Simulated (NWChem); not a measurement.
**PBE0/6-311+G(d,p) run of C3H6AlNO (SMILES [CH3][Al]([CH3])[N]=C=O)**

We compute energy and forces of C3H6AlNO. 

The calculation is run with NWChem 7.3.0.

**1. The system as given**

The species is C3H6AlNO (12 atoms), meant as a singlet with charge 0. As SMILES, `[CH3][Al]([CH3])[N]=C=O`. Geometry: relaxed at PBE0-D4/def2-TZVP.

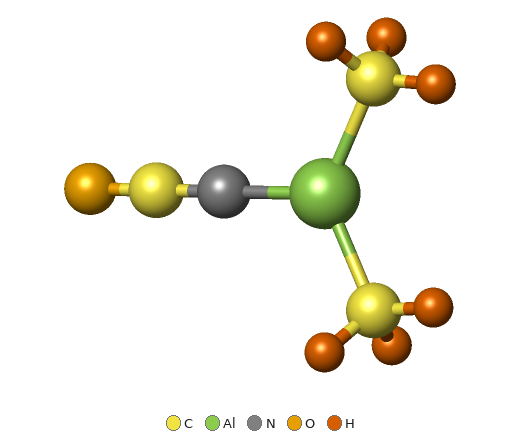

The structure, seen from a chosen angle (carbon yellow, aluminium green, nitrogen grey, oxygen amber, hydrogen orange).

**2. Energy and forces at PBE0/6-311+G(d,p)**

Input file c3h6alno.nw:

```
start c3h6alno
title "C3H6AlNO"
memory total 2200 mb
geometry units angstrom noautosym nocenter noautoz
  C    -0.499300   -1.900000   -0.280100
  Al    0.069200   -0.063400   -0.008100
  C     1.888300    0.615900    0.000100
  N    -1.224800    1.135000    0.260500
  C    -2.090400    1.937400    0.441000
  O    -2.937400    2.722400    0.617500
  H    -1.111400   -1.984100   -1.184200
  H    -1.127000   -2.240900    0.549200
  H     0.337800   -2.595000   -0.378300
  H     2.121200    1.087700    0.960300
  H     2.634300   -0.161200   -0.181500
  H     2.016500    1.390900   -0.762400
end
basis spherical bse
  * library 6-311+G**
end
dft
  xc pbe0
  grid fine
  convergence energy 1e-08
  maxiter 100
  mulliken
end
task dft gradient
```

The run is started by

```bash
nwchem c3h6alno.nw > c3h6alno.out
```

Log:

```text
[...]
          Wavefunction type:  closed shell.
          No. of atoms     :    12
          No. of electrons :    52
[...]
          Charge           :     0
          Spin multiplicity:     1
[...]
          AO basis - number of functions:   176
[...]
              XC Information
              --------------
                         PBE0 Method XC Functional
                     Hartree-Fock (Exact) Exchange  0.250
          PerdewBurkeErnzerhof Exchange Functional  0.750
            Perdew 1991 LDA Correlation Functional  1.000 local
           PerdewBurkeErnz. Correlation Functional  1.000 non-local
[...]
 d= 0,ls=0.0,diis     1   -489.9719318502 -7.34D+02  6.55D-03  1.31D+00     6.6
[...]
 d= 0,ls=0.0,diis    11   -490.0874361508 -1.82D-09  1.41D-07  4.32D-10    62.5
         Total DFT energy =     -490.087436150832
      One electron energy =    -1156.963896378068
           Coulomb energy =      475.452382380483
    Exchange-Corr. energy =      -52.359496159994
 Nuclear repulsion energy =      243.783574006747
[...]
      Total Density - Mulliken Population Analysis
     ---------------------------------------------
    Atom       Charge   Shell Charges
 -----------   ------   -------------------------------------------------------
    1 C    6     6.97   1.10  0.89  0.64  0.72  1.55  0.62  1.23  0.15  0.04  0.02
    2 Al  13    12.04   0.79  1.18  0.98  1.01  0.76  0.10  2.13  3.78  0.63  0.39 -0.06 -0.03  0.16  0.22
    3 C    6     6.97   1.10  0.89  0.64  0.72  1.55  0.62  1.23  0.15  0.04  0.02
    4 N    7     7.42   1.10  0.90  0.79  0.84  1.78  0.89  1.32 -0.12 -0.10  0.02
    5 C    6     5.46   1.10  0.88  0.64  0.80  1.32  0.26  0.23 -0.00  0.05  0.19
    6 O    8     8.27   1.08  0.91  0.95  1.01  2.02  0.91  1.36  0.03 -0.02  0.02
    7 H    1     0.81   0.26  0.47  0.05  0.03
    8 H    1     0.81   0.26  0.47  0.05  0.03
    9 H    1     0.81   0.26  0.47  0.05  0.03
   10 H    1     0.81   0.26  0.47  0.05  0.03
[...]
  wavefunction    = closed shell
                         DFT ENERGY GRADIENTS
    atom               coordinates                        gradient
                 x          y          z           x          y          z
   1 C      -0.943540  -3.590479  -0.529312    0.000253  -0.000052   0.000001
   2 Al      0.130769  -0.119809  -0.015307   -0.003653   0.003352   0.000743
   3 C       3.568370   1.163882   0.000189    0.000082  -0.000266  -0.000075
   4 N      -2.314536   2.144839   0.492274    0.000806  -0.000751  -0.000173
   5 C      -3.950283   3.661155   0.833369    0.001470  -0.001348  -0.000290
   6 O      -5.550881   5.144590   1.166906    0.002206  -0.002050  -0.000465
   7 H      -2.100241  -3.749405  -2.237814    0.000513   0.000402   0.000652
   8 H      -2.129721  -4.234687   1.037838    0.000537   0.000583  -0.000521
   9 H       0.638349  -4.903839  -0.714883   -0.000584   0.000666   0.000098
  10 H       4.008487   2.055455   1.814704   -0.000494  -0.000418  -0.000616
  11 H       4.978105  -0.304624  -0.342985   -0.000704   0.000528   0.000132
[...]
```

Run time: 81 s. Hardware: 1 thread of Intel Xeon 6975P-C (Granite Rapids), shared host; peak memory 0.14 GiB.

**3. What came out**

At PBE0/6-311+G**:

| quantity | value |
| --- | --- |
| total energy | -490.08744 Eh |
| dipole moment | 3.07 D |
| HOMO energy | -7.85 eV |
| LUMO energy | -0.90 eV |
| HOMO–LUMO gap | 6.95 eV |
| largest force on an atom | 0.258 eV/Å |

In words: Mulliken charges run from -0.97 on C1 to +0.96 on Al2; in a basis this large or diffuse they mean little. The largest force is 0.26 eV/Å: the shape isn't a stationary point for this species at this level.
